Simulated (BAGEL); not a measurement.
# A workflow on C2H7NSi (SMILES C=N[SiH2]C)

Aim: the energy (HF/6-31G*), then a single-point energy (NEVPT2(2,2)/6-31G*), then a single-point energy (CASPT2(2,2)/6-31G*) of C2H7NSi. 

The calculation is run with BAGEL 1.2.2.

1 further run of the same task is left out (set aside as unsound or not needed).

### 1 The system as given

The species is C2H7NSi (11 atoms), meant as a singlet with charge 0. SMILES: `C=N[SiH2]C`. One bond was lengthened or shortened from a relaxed shape.

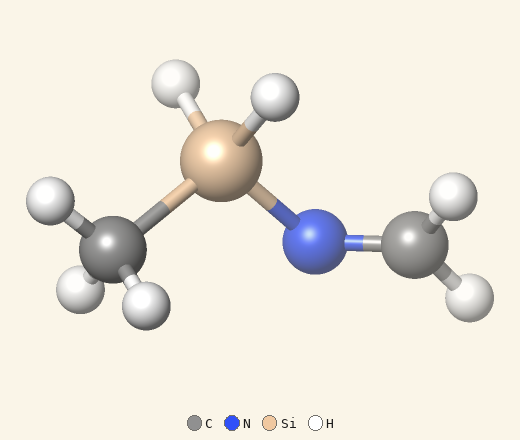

The structure, seen from a chosen angle (carbon grey, nitrogen blue, silicon light orange, hydrogen white).

### 2 A single-point energy at HF/6-31G(d) (density fitting with svp-jkfit, spherical functions) (run 1)

Contents of hf.json:

```json
{ "bagel" : [

{
  "title" : "molecule",
  "basis" : "6-31gs.json",
  "df_basis" : "svp-jkfit",
  "geometry" : [
    { "atom" : "C", "xyz" : [    -1.50434672,     3.83107957,     0.43355042 ] },
    { "atom" : "N", "xyz" : [    -1.47845747,     1.89297645,    -0.93895767 ] },
    { "atom" : "Si", "xyz" : [    -0.77869189,    -1.13890014,     0.16426444 ] },
    { "atom" : "C", "xyz" : [     1.95725360,    -2.40161514,    -1.65100647 ] },
    { "atom" : "H", "xyz" : [    -1.94748749,     5.68641268,    -0.37789798 ] },
    { "atom" : "H", "xyz" : [    -1.10202403,     3.82427655,     2.47823408 ] },
    { "atom" : "H", "xyz" : [    -0.20402617,    -1.09883795,     2.93460294 ] },
    { "atom" : "H", "xyz" : [    -3.06752817,    -2.71096330,    -0.25903421 ] },
    { "atom" : "H", "xyz" : [     1.60532234,    -2.40033012,    -3.36938168 ] },
    { "atom" : "H", "xyz" : [     2.38093020,    -4.33858442,    -1.07407309 ] },
    { "atom" : "H", "xyz" : [     3.64156649,    -1.25114987,    -1.33409940 ] }
  ]
},

{ "title" : "hf" },

{ "title" : "print", "file" : "orbitals.molden", "orbitals" : true }

]}
```

The basis set 6-31G* is read from a file made from the Basis Set Exchange's data (not shown).

The run is started by

```console
$ BAGEL_NUM_THREADS=1 BAGEL hf.json > hf.out
```

Standard output:

```text
* using 1 threads per process

  ===============================================================
  ===============================================================

  *** Geometry ***

  { "atom" : "C", "xyz" : [     -1.504347,      3.831080,      0.433550 ] },
  { "atom" : "N", "xyz" : [     -1.478457,      1.892976,     -0.938958 ] },
  { "atom" : "Si", "xyz" : [     -0.778692,     -1.138900,      0.164264 ] },
  { "atom" : "C", "xyz" : [      1.957254,     -2.401615,     -1.651006 ] },
  { "atom" : "H", "xyz" : [     -1.947487,      5.686413,     -0.377898 ] },
  { "atom" : "H", "xyz" : [     -1.102024,      3.824277,      2.478234 ] },
  { "atom" : "H", "xyz" : [     -0.204026,     -1.098838,      2.934603 ] },
  { "atom" : "H", "xyz" : [     -3.067528,     -2.710963,     -0.259034 ] },
  { "atom" : "H", "xyz" : [      1.605322,     -2.400330,     -3.369382 ] },
  { "atom" : "H", "xyz" : [      2.380930,     -4.338584,     -1.074073 ] },
  { "atom" : "H", "xyz" : [      3.641566,     -1.251150,     -1.334099 ] },

  Number of auxiliary basis functions:      481

  Since a DF basis is specified, we compute 2- and 3-index integrals:
    o Being stored without compression. Storage requirement is 0.021 GB

  Number of basis functions:       74
  Number of electrons      :       40

    * METHOD: MOLECULE                             0.23

  *** RHF ***

  === Nuclear Repulsion ===
   160.2726256969

      * DIIS with orbital gradients will be used.

  === RHF iteration (6-31gs.json) ===
      0       -422.95793870          0.02075441           0.06
      1       -423.08445643          0.01283568           0.06
      2       -423.14596703          0.00229658           0.06
      3       -423.14845871          0.00074038           0.06
      4       -423.14873460          0.00015222           0.06
      5       -423.14876734          0.00005383           0.05
      6       -423.14877106          0.00001386           0.05
      7       -423.14877125          0.00000337           0.06
      8       -423.14877126          0.00000097           0.07
      9       -423.14877126          0.00000032           0.08
     10       -423.14877126          0.00000013           0.06
     11       -423.14877126          0.00000004           0.06
     12       -423.14877126          0.00000002           0.06
     13       -423.14877126          0.00000001           0.06
    * SCF iteration converged.

    * Permanent dipole moment:
           (   -0.281603,    -0.216550,    -0.433106) a.u.

    * METHOD: HF                                   1.01

    * METHOD: PRINT                                0.01

  ===============================================================
```

Run time: 1.5 s. Hardware: 1 thread of Arm Neoverse V2, shared host; peak memory 0.14 GiB.

### 3 The energy at NEVPT2(2,2)/6-31G(d) (density fitting with svp-jkfit, spherical functions) (run 2)

Contents of nevpt2.json:

```json
{ "bagel": [

{
  "title": "molecule",
  "basis": "6-31gs.json",
  "df_basis": "svp-jkfit",
  "geometry": [
    { "atom": "C", "xyz": [    -1.50434672,     3.83107957,     0.43355042 ] },
    { "atom": "N", "xyz": [    -1.47845747,     1.89297645,    -0.93895767 ] },
    { "atom": "Si", "xyz": [    -0.77869189,    -1.13890014,     0.16426444 ] },
    { "atom": "C", "xyz": [     1.95725360,    -2.40161514,    -1.65100647 ] },
    { "atom": "H", "xyz": [    -1.94748749,     5.68641268,    -0.37789798 ] },
    { "atom": "H", "xyz": [    -1.10202403,     3.82427655,     2.47823408 ] },
    { "atom": "H", "xyz": [    -0.20402617,    -1.09883795,     2.93460294 ] },
    { "atom": "H", "xyz": [    -3.06752817,    -2.71096330,    -0.25903421 ] },
    { "atom": "H", "xyz": [     1.60532234,    -2.40033012,    -3.36938168 ] },
    { "atom": "H", "xyz": [     2.38093020,    -4.33858442,    -1.07407309 ] },
    { "atom": "H", "xyz": [     3.64156649,    -1.25114987,    -1.33409940 ] }
  ]
},

{
  "title": "hf"
},

{
  "title": "nevpt2",
  "nstate": 1,
  "nact": 2,
  "nclosed": 19,
  "active": [10, 28],
  "maxiter": 200,
  "natocc": true,
  "ncore": 8
},

{
  "title": "print",
  "file": "orbitals.molden",
  "orbitals": true
}

]}
```

The basis set 6-31G* is read from a file made from the Basis Set Exchange's data (not shown).

The run is started by

```console
$ BAGEL_NUM_THREADS=1 BAGEL nevpt2.json > nevpt2.out
```

Standard output:

```text
* using 1 threads per process

  ===============================================================
  ===============================================================

  *** Geometry ***

  { "atom" : "C", "xyz" : [     -1.504347,      3.831080,      0.433550 ] },
  { "atom" : "N", "xyz" : [     -1.478457,      1.892976,     -0.938958 ] },
  { "atom" : "Si", "xyz" : [     -0.778692,     -1.138900,      0.164264 ] },
  { "atom" : "C", "xyz" : [      1.957254,     -2.401615,     -1.651006 ] },
  { "atom" : "H", "xyz" : [     -1.947487,      5.686413,     -0.377898 ] },
  { "atom" : "H", "xyz" : [     -1.102024,      3.824277,      2.478234 ] },
  { "atom" : "H", "xyz" : [     -0.204026,     -1.098838,      2.934603 ] },
  { "atom" : "H", "xyz" : [     -3.067528,     -2.710963,     -0.259034 ] },
  { "atom" : "H", "xyz" : [      1.605322,     -2.400330,     -3.369382 ] },
  { "atom" : "H", "xyz" : [      2.380930,     -4.338584,     -1.074073 ] },
  { "atom" : "H", "xyz" : [      3.641566,     -1.251150,     -1.334099 ] },

  Number of auxiliary basis functions:      481

  Since a DF basis is specified, we compute 2- and 3-index integrals:
    o Being stored without compression. Storage requirement is 0.021 GB

  Number of basis functions:       74
  Number of electrons      :       40

    * METHOD: MOLECULE                             0.22

  *** RHF ***

  === Nuclear Repulsion ===
   160.2726256969

      * DIIS with orbital gradients will be used.

  === RHF iteration (6-31gs.json) ===
      0       -422.95793870          0.02075441           0.05
      1       -423.08445643          0.01283568           0.06
      2       -423.14596703          0.00229658           0.06
      3       -423.14845871          0.00074038           0.05
      4       -423.14873460          0.00015222           0.05
      5       -423.14876734          0.00005383           0.05
      6       -423.14877106          0.00001386           0.05
      7       -423.14877125          0.00000337           0.05
      8       -423.14877126          0.00000097           0.05
      9       -423.14877126          0.00000032           0.06
     10       -423.14877126          0.00000013           0.06
     11       -423.14877126          0.00000004           0.06
     12       -423.14877126          0.00000002           0.06
     13       -423.14877126          0.00000001           0.06
    * SCF iteration converged.

    * Permanent dipole moment:
           (   -0.281603,    -0.216550,    -0.433106) a.u.

    * METHOD: HF                                   0.92

    * freezing 8 orbitals
  ---------------------------
      CASSCF calculation
  ---------------------------

    ==== Active orbitals : =====
         Orbital 10
         Orbital 28
    ============================

    * nstate   :      1
    * nclosed  :     19
    * nact     :      2
    * nvirt    :     53
  === CASSCF iteration (6-31gs.json) ===

    * Using the second-order algorithm

      0  0      -423.14883055     1.53e-05      0.02

      1  0      -423.14897821     3.96e-05      0.21

      2  0      -423.15076117     2.70e-04      0.21

      3  0      -423.15881561     4.76e-04      0.26

      4  0      -423.16022611     3.29e-04      0.29

      5  0      -423.16039110     1.68e-05      0.28

      6  0      -423.16039286     2.49e-06      0.30

      7  0      -423.16039288     3.42e-07      0.31

      8  0      -423.16039288     4.60e-08      0.31

      9  0      -423.16039288     6.28e-09      0.29

    * Second-order optimization converged. *

     guess   0:   closed 1.                   open ..

  === FCI iteration ===

      0  0      -423.14871347     8.58e-02      0.00
      1  0      -423.16039050     9.17e-04      0.00
      2  0 *    -423.16039288     9.32e-16      0.00

     * ci vector, state   0, <S^2> = 0.0000
       2.     0.9976934553
       .2    -0.0678805513

  === DF-NEVPT2 calculation ===

    * 3-index integral transformation done
    * assembly done

      NEVPT2 correlation energy:   -0.4742766353      0.12

          (+0)     -0.4291977792
          (+0)'    -0.0127437117
          (+1)     -0.0025337043
          (+1)'    -0.0000000000
          (+2)     -0.0001451738
          (-1)     -0.0229126751
          (-1)'     0.0000000000
          (-2)     -0.0067435912

      NEVPT2 total energy:       -423.6346695183

    * METHOD: NEVPT2                               2.83

    * METHOD: PRINT                                0.01

  ===============================================================
```

Wall time 4.5 s (1 thread of Arm Neoverse V2, shared host); peak memory 0.14 GiB.

### 4 The energy at CASPT2(2,2)/6-31G(d) (density fitting with svp-jkfit, spherical functions) (run 3)

Contents of calc.json:

```json
{ "bagel" : [

{
  "title" : "molecule",
  "basis" : "6-31gs.json",
  "df_basis" : "svp-jkfit",
  "angstrom" : false,
  "geometry" : [
    { "atom" : "C", "xyz" : [ -1.50434672,  3.83107957,  0.43355042 ] },
    { "atom" : "N", "xyz" : [ -1.47845747,  1.89297645, -0.93895767 ] },
    { "atom" : "Si", "xyz" : [ -0.77869189, -1.13890014,  0.16426444 ] },
    { "atom" : "C", "xyz" : [  1.95725360, -2.40161514, -1.65100647 ] },
    { "atom" : "H", "xyz" : [ -1.94748749,  5.68641268, -0.37789798 ] },
    { "atom" : "H", "xyz" : [ -1.10202403,  3.82427655,  2.47823408 ] },
    { "atom" : "H", "xyz" : [ -0.20402617, -1.09883795,  2.93460294 ] },
    { "atom" : "H", "xyz" : [ -3.06752817, -2.71096330, -0.25903421 ] },
    { "atom" : "H", "xyz" : [  1.60532234, -2.40033012, -3.36938168 ] },
    { "atom" : "H", "xyz" : [  2.38093020, -4.33858442, -1.07407309 ] },
    { "atom" : "H", "xyz" : [  3.64156649, -1.25114987, -1.33409940 ] }
  ]
},
{
  "title" : "hf"
},
{
  "title" : "casscf",
  "nstate" : 1,
  "nact" : 2,
  "nclosed" : 19,
  "nspin" : 0,
  "active" : [10, 28],
  "maxiter" : 200,
  "natocc" : true
},
{
  "title" : "print",
  "file" : "orbitals.molden",
  "orbitals" : true
},
{
  "title" : "smith",
  "method" : "caspt2",
  "ms" : true,
  "xms" : true,
  "sssr" : true,
  "shift" : 0.2,
  "shift_imag" : true,
  "ncore" : 8
}

]}
```

The basis set 6-31G* is read from a file made from the Basis Set Exchange's data (not shown).

The run is started by

```console
$ BAGEL_NUM_THREADS=1 BAGEL calc.json > calc.out
```

Standard output:

```text
* using 1 threads per process

  ===============================================================
  ===============================================================

  *** Geometry ***

  { "atom" : "C", "xyz" : [     -1.504347,      3.831080,      0.433550 ] },
  { "atom" : "N", "xyz" : [     -1.478457,      1.892976,     -0.938958 ] },
  { "atom" : "Si", "xyz" : [     -0.778692,     -1.138900,      0.164264 ] },
  { "atom" : "C", "xyz" : [      1.957254,     -2.401615,     -1.651006 ] },
  { "atom" : "H", "xyz" : [     -1.947487,      5.686413,     -0.377898 ] },
  { "atom" : "H", "xyz" : [     -1.102024,      3.824277,      2.478234 ] },
  { "atom" : "H", "xyz" : [     -0.204026,     -1.098838,      2.934603 ] },
  { "atom" : "H", "xyz" : [     -3.067528,     -2.710963,     -0.259034 ] },
  { "atom" : "H", "xyz" : [      1.605322,     -2.400330,     -3.369382 ] },
  { "atom" : "H", "xyz" : [      2.380930,     -4.338584,     -1.074073 ] },
  { "atom" : "H", "xyz" : [      3.641566,     -1.251150,     -1.334099 ] },

  Number of auxiliary basis functions:      481

  Since a DF basis is specified, we compute 2- and 3-index integrals:
    o Being stored without compression. Storage requirement is 0.021 GB

  Number of basis functions:       74
  Number of electrons      :       40

    * METHOD: MOLECULE                             0.22

  *** RHF ***

  === Nuclear Repulsion ===
   160.2726256969

      * DIIS with orbital gradients will be used.

  === RHF iteration (6-31gs.json) ===
      0       -422.95793870          0.02075441           0.05
      1       -423.08445643          0.01283568           0.05
      2       -423.14596703          0.00229658           0.05
      3       -423.14845871          0.00074038           0.06
      4       -423.14873460          0.00015222           0.05
      5       -423.14876734          0.00005383           0.05
      6       -423.14877106          0.00001386           0.05
      7       -423.14877125          0.00000337           0.05
      8       -423.14877126          0.00000097           0.05
      9       -423.14877126          0.00000032           0.05
     10       -423.14877126          0.00000013           0.06
     11       -423.14877126          0.00000004           0.05
     12       -423.14877126          0.00000002           0.05
     13       -423.14877126          0.00000001           0.05
    * SCF iteration converged.

    * Permanent dipole moment:
           (   -0.281603,    -0.216550,    -0.433106) a.u.

    * METHOD: HF                                   0.89

  ---------------------------
      CASSCF calculation
  ---------------------------

    ==== Active orbitals : =====
         Orbital 10
         Orbital 28
    ============================

    * nstate   :      1
    * nclosed  :     19
    * nact     :      2
    * nvirt    :     53
  === CASSCF iteration (6-31gs.json) ===

    * Using the second-order algorithm

      0  0      -423.14883055     1.53e-05      0.02

      1  0      -423.14897821     3.96e-05      0.21

      2  0      -423.15076117     2.70e-04      0.21

      3  0      -423.15881561     4.76e-04      0.26

      4  0      -423.16022611     3.29e-04      0.28

      5  0      -423.16039110     1.68e-05      0.28

      6  0      -423.16039286     2.49e-06      0.28

      7  0      -423.16039288     3.42e-07      0.29

      8  0      -423.16039288     4.60e-08      0.30

      9  0      -423.16039288     6.28e-09      0.28

    * Second-order optimization converged. *

     guess   0:   closed 1.                   open ..

  === FCI iteration ===

      0  0      -423.14871347     8.58e-02      0.00
      1  0      -423.16039050     9.17e-04      0.00
      2  0 *    -423.16039288     9.32e-16      0.00

     * ci vector, state   0, <S^2> = 0.0000
       2.     0.9976934553
       .2    -0.0678805513

    * METHOD: CASSCF                               2.56

    * METHOD: PRINT                                0.01

  === SMITH program ===

    * freezing 8 orbitals

    * Approximate memory requirement for SMITH calulation per MPI process:
      o Storage requirement for T-amplitude, lambda, and residual is 0.01 GB
      o Storage requirement for MO integrals is 0.00 GB
    * Calculating and saving rdm4f

    * Zeroth order energy : state  0       -1.3572315576

    * CASPT2 iteration is performed using orthogonal basis

      -------------------------------------------  CASPT2 iteration  ---------------------------------------------------
       #      aibj      arbs      arbi      airj      risj      airs      arst      rist         Etot      error   time
      ------------------------------------------------------------------------------------------------------------------

       0  -0.42748  -0.00815  -0.02364  -0.00293  -0.00021  -0.01121  -0.00000  -0.00000   -0.4736157  0.0019477   0.06
       1  -0.42776  -0.00824  -0.02376  -0.00306  -0.00024  -0.01176  -0.00000  -0.00000   -0.4748158  0.0004548   0.06
       2  -0.42780  -0.00824  -0.02376  -0.00307  -0.00024  -0.01178  -0.00000  -0.00000   -0.4748930  0.0001055   0.06
       3  -0.42779  -0.00824  -0.02377  -0.00306  -0.00024  -0.01179   0.00000  -0.00000   -0.4748963  0.0000280   0.06
       4  -0.42779  -0.00824  -0.02377  -0.00306  -0.00024  -0.01179   0.00000  -0.00000   -0.4748965  0.0000073   0.06
       5  -0.42779  -0.00824  -0.02377  -0.00306  -0.00024  -0.01179  -0.00000  -0.00000   -0.4748966  0.0000016   0.06
       6  -0.42779  -0.00824  -0.02377  -0.00306  -0.00024  -0.01179  -0.00000  -0.00000   -0.4748966  0.0000004   0.06

      ------------------------------------------------------------------------------------------------------------------

    * CASPT2 energy : state  0     -423.6380947662
        w/o shift correction       -423.6352894389
        reference weight              0.8551752878

    * METHOD: SMITH                                0.58

  ===============================================================
```

Run time: 4.8 s. Hardware: 1 thread of Arm Neoverse V2, shared host; peak memory 0.15 GiB.

### 5 What came out

| quantity | value |
| --- | --- |
| run 1, HF/6-31G*: total energy | -423.14877 Eh |
| run 1, HF/6-31G*: dipole moment | 1.42 D |
| run 1, HF/6-31G*: HOMO energy | -10.48 eV |
| run 1, HF/6-31G*: LUMO energy | 3.85 eV |
| run 1, HF/6-31G*: HOMO–LUMO gap | 14.33 eV |
| run 2, NEVPT2(2,2)/6-31G*: total energy | -423.63467 Eh |
| run 3, CASPT2(2,2)/6-31G*: total energy | -423.63809 Eh |
